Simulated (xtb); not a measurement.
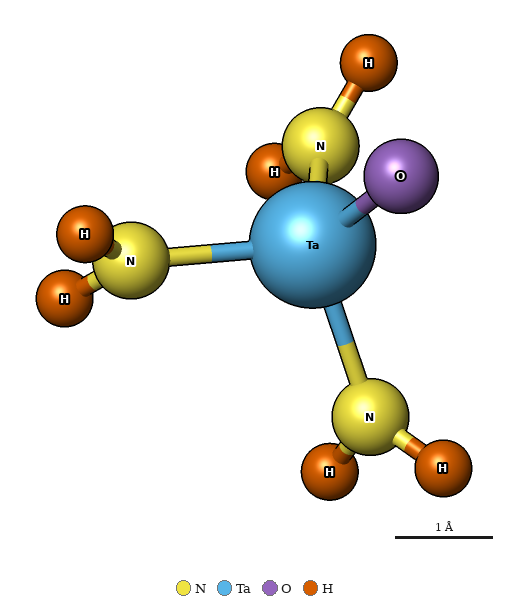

Fig. 1: The structure as given in the input (ball-and-stick view, seen at a tilt). Sticks mark near contacts.

## TaN$_{3}$H$_{6}$O: frequency calculation (part 1 of 2)

System: TaN$_{3}$H$_{6}$O.
Method: GFN1-xTB (xtb 6.7.1).

The geometry was optimised with GFN1-xTB.

### Input file (start.xyz)
```
11
start
N     -0.99293000     1.45107900     0.27907700
Ta     0.50851500     0.23883000     0.20063200
N     -0.01466200    -1.32194300     1.21066600
N      0.63311100    -0.33514200    -1.63921800
O      1.96662700     0.94700100     0.77720900
H     -1.01251500     2.40611000     0.60527900
H     -1.92697500     1.20659700    -0.01765700
H     -0.84305400    -1.86528900     1.01390400
H      0.45183100    -1.74469400     1.99967500
H     -0.12567200    -0.77174000    -2.14292700
H      1.42142300    -0.26781000    -2.26593800
```

### File .CHRG
```
0
```

### File .UHF
```
0
```

### File xtb.inp
```
$hess
   sccacc=3
$end
```

Hardware: 1 thread of Intel Xeon @ 2.50GHz (Skylake/Cascade Lake), 189 GiB of memory available, shared host.

Run as:
```bash
xtb start.xyz --input xtb.inp --hess --gfn 1 | tee run.log
```

### The program's output
```
* xtb version 6.7.1
   ID    Z sym.   atoms
    1    7 N      1, 3, 4
    2   73 Ta     2
    3    8 O      5
    4    1 H      6-11

           -------------------------------------------------
          |                Calculation Setup                |
           -------------------------------------------------

          program call               : xtb start.xyz --input xtb.inp --hess --gfn 1
          coordinate file            : start.xyz
          omp threads                :                     1

           -------------------------------------------------
          |                 G F N 1 - x T B                 |
           -------------------------------------------------

      * Hamiltonian:
        H0-scaling (s, p, d)           1.850000    2.250000    2.000000
        zeta-weighting                 0.000000
      * Dispersion:
        s8                             2.400000
        a1                             0.630000
        a2                             5.000000
        s9                             0.000000
      * Repulsion:
        kExp                           1.500000
        rExp                           1.000000
      * Coulomb:
        alpha                          2.000000
        third order                    atomic
        anisotropic                    false
      * Halogen bond correction:
        rad-scale                      1.300000
        damping                        0.440000

          ...................................................
          :                      SETUP                      :
          :.................................................:
          :  # basis functions                  38          :
          :  # atomic orbitals                  37          :
          :  # shells                           23          :
          :  # electrons                        32          :
          :  # halogen bonds                     0          :
          :  max. iterations                   250          :
          :  Hamiltonian                  GFN1-xTB          :
          :  restarted?                      false          :
          :  GBSA solvation                  false          :
          :  PC potential                    false          :
          :  electronic temp.          300.0000000     K    :
          :  accuracy                    1.0000000          :
          :  -> integral cutoff          0.2500000E+02      :
          :  -> integral neglect         0.1000000E-07      :
          :  -> SCF convergence          0.1000000E-05 Eh   :
          :  -> wf. convergence          0.2000000E-04 e    :
          :  Broyden damping             0.4000000          :
          :  net charge                          0          :
          :  unpaired electrons                  0          :
          ...................................................

 iter      E             dE          RMSdq      gap      omega  full diag
   1    -19.6926845 -0.196927E+02  0.725E+00    2.93       0.0  T
   2    -19.7275791 -0.348946E-01  0.431E+00    3.86       1.0  T
   3    -19.7027327  0.248463E-01  0.210E+00    3.39       1.0  T
   4    -19.7385901 -0.358574E-01  0.722E-01    3.74       1.0  T
   5    -19.7423565 -0.376636E-02  0.695E-02    3.66       1.0  T
   6    -19.7423622 -0.569424E-05  0.257E-02    3.66       1.2  T
   7    -19.7423688 -0.663543E-05  0.177E-02    3.66       1.7  T
   8    -19.7423719 -0.312026E-05  0.213E-03    3.66      14.2  T
   9    -19.7423720 -0.736293E-07  0.155E-04    3.66     193.9  T
  10    -19.7423720 -0.172339E-09  0.466E-05    3.66     647.6  T

   *** convergence criteria satisfied after 10 iterations ***

         #    Occupation            Energy/Eh            Energy/eV
      -------------------------------------------------------------
         1        2.0000           -0.7601640             -20.6851
       ...           ...                  ...                  ...
        10        2.0000           -0.4581785             -12.4677
        11        2.0000           -0.4366447             -11.8817
        12        2.0000           -0.4366414             -11.8816
        13        2.0000           -0.4307593             -11.7216
        14        2.0000           -0.4013559             -10.9214
        15        2.0000           -0.4013509             -10.9213
        16        2.0000           -0.3723408             -10.1319 (HOMO)
        17                         -0.2377641              -6.4699 (LUMO)
        18                         -0.2377535              -6.4696
        19                         -0.1788385              -4.8664
        20                         -0.1470553              -4.0016
        21                         -0.1470499              -4.0014
       ...                                ...                  ...
        37                          1.0055995              27.3638
      -------------------------------------------------------------
                  HL-Gap            0.1345767 Eh            3.6620 eV
             Fermi-level           -0.3050525 Eh           -8.3009 eV

 SCC (total)                   0 d,  0 h,  0 min,  0.027 sec
 SCC setup                      ...        0 min,  0.000 sec (  0.692%)
 Dispersion                     ...        0 min,  0.000 sec (  0.326%)
 classical contributions        ...        0 min,  0.000 sec (  0.138%)
 integral evaluation            ...        0 min,  0.006 sec ( 23.652%)
 iterations                     ...        0 min,  0.007 sec ( 26.822%)
 molecular gradient             ...        0 min,  0.013 sec ( 46.936%)
 printout                       ...        0 min,  0.000 sec (  1.317%)

         :::::::::::::::::::::::::::::::::::::::::::::::::::::
         ::                     SUMMARY                     ::
         :::::::::::::::::::::::::::::::::::::::::::::::::::::
         :: total energy             -19.571219586055 Eh    ::
         :: gradient norm              0.000090600734 Eh/a0 ::
         :: HOMO-LUMO gap              3.662018467592 eV    ::
         ::.................................................::
         :: SCC energy               -19.742371992490 Eh    ::
         :: -> electrostatic           0.156512289133 Eh    ::
         :: repulsion energy           0.174653653974 Eh    ::
         :: dispersion energy         -0.003501247539 Eh    ::
         :: halogen bond corr.         0.000000000000 Eh    ::
         :: add. restraining           0.000000000000 Eh    ::
         :: total charge               0.000000000000 e     ::
         :::::::::::::::::::::::::::::::::::::::::::::::::::::

           -------------------------------------------------
          |                Numerical Hessian                |
           -------------------------------------------------
step length          :   0.00500
SCC accuracy         :   3.00000
Hessian scale factor :   1.00000
frozen atoms in %    :   0.00000    0
RMS gradient         :   0.00009
estimated CPU  time      0.02 min

writing file <hessian>.

 projected vibrational frequencies (cm⁻¹)
eigval :       -0.00    -0.00     0.00     0.00     0.00     0.00
eigval :       84.66   132.51   132.66   144.95   149.93   149.97
eigval :      313.89   315.24   394.13   394.49   415.56   508.57
eigval :      525.46   526.09   571.13   580.61   580.76   923.36
eigval :     1495.96  1496.58  1496.69  3445.60  3445.93  3446.63
eigval :     3508.47  3508.71  3509.48
           -------------------------------------------------
          |                Property Printout                |
           -------------------------------------------------

    * Orbital Energies and Occupations

         #    Occupation            Energy/Eh            Energy/eV
      -------------------------------------------------------------
         1        2.0000           -0.7601641             -20.6851
       ...           ...                  ...                  ...
         4        2.0000           -0.6573541             -17.8875
         5        2.0000           -0.5246577             -14.2767
         6        2.0000           -0.5207649             -14.1707
         7        2.0000           -0.5207612             -14.1706
         8        2.0000           -0.4602678             -12.5245
         9        2.0000           -0.4581800             -12.4677
        10        2.0000           -0.4581786             -12.4677
        11        2.0000           -0.4366452             -11.8817
        12        2.0000           -0.4366419             -11.8816
        13        2.0000           -0.4307599             -11.7216
        14        2.0000           -0.4013559             -10.9215
        15        2.0000           -0.4013510             -10.9213
        16        2.0000           -0.3723409             -10.1319 (HOMO)
        17                         -0.2377642              -6.4699 (LUMO)
        18                         -0.2377536              -6.4696
        19                         -0.1788385              -4.8664
        20                         -0.1470554              -4.0016
        21                         -0.1470500              -4.0014
        22                         -0.1246952              -3.3931
        23                         -0.0864081              -2.3513
        24                         -0.0864056              -2.3512
        25                         -0.0352180              -0.9583
        26                         -0.0288673              -0.7855
        27                         -0.0288607              -0.7853
       ...                                ...                  ...
        37                          1.0055995              27.3638
      -------------------------------------------------------------
                  HL-Gap            0.1345767 Eh            3.6620 eV
             Fermi-level           -0.3050525 Eh           -8.3009 eV

  Mulliken/CM5 charges         n(s)   n(p)   n(d)
     1N    -0.65008 -1.27960   1.470  4.180  0.000
     2Ta    1.40008  2.45195   0.535  0.459  2.606
     3N    -0.65011 -1.27967   1.470  4.180  0.000
     4N    -0.65012 -1.27971   1.470  4.180  0.000
     5O    -0.67848 -0.95463   1.730  4.949  0.000
     6H     0.21118  0.39660   0.789  0.000  0.000
     7H     0.19838  0.38391   0.802  0.000  0.000
     8H     0.19839  0.38394   0.802  0.000  0.000
     9H     0.21118  0.39660   0.789  0.000  0.000
    10H     0.19839  0.38396   0.802  0.000  0.000
    11H     0.21119  0.39664   0.789  0.000  0.000

Wiberg/Mayer (AO) data.
largest (>0.10) Wiberg bond orders for each atom
```
